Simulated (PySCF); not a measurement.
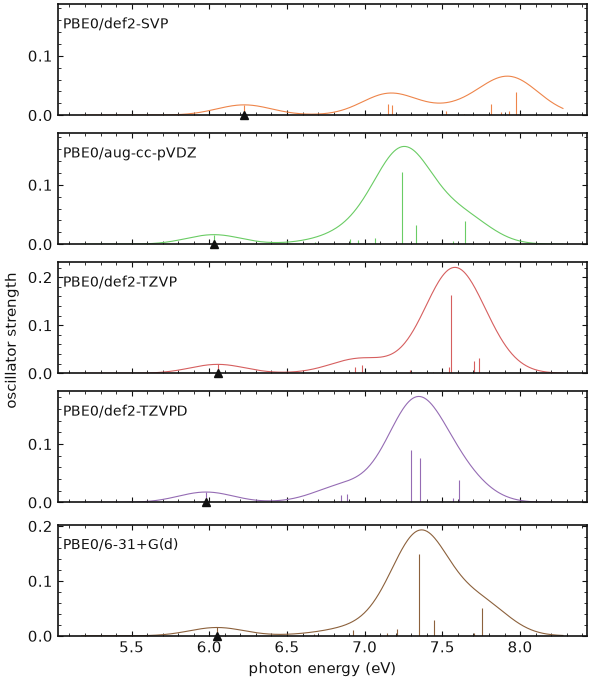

Vertical TDDFT spectra of C₂H₆ClNSi₂, SMILES N#CC[SiH2][SiH2]Cl at one geometry and several levels (PySCF 2.14.0, at a PBE0-D3(BJ)/def2-SVP geometry (no frequency check)); sticks with Gaussians of 1/e half-width 0.25 eV, the triangle marks S1, which has the same leading orbital pair at all these levels. Only the lowest states were computed, so the high end is incomplete. States within 0.01 eV of each other are merged, with their strengths summed. The highest state may be half of a pair whose partner wasn't computed.

> How far does S1 move with the level of theory?

From lowest to highest: PBE0/def2-TZVPD 5.98 eV, PBE0/aug-cc-pVDZ 6.03 eV, PBE0/6-31+G(d) 6.05 eV, PBE0/def2-TZVP 6.05 eV, PBE0/def2-SVP 6.22 eV; a spread of 0.25 eV.

Caveats, for all or some of the runs: core orbitals are frozen in the response; def2-SVP has no diffuse functions, so states with Rydberg character are missing or too high; def2-TZVP has no diffuse functions, so states with Rydberg character are missing or too high; one conformer of a flexible molecule.
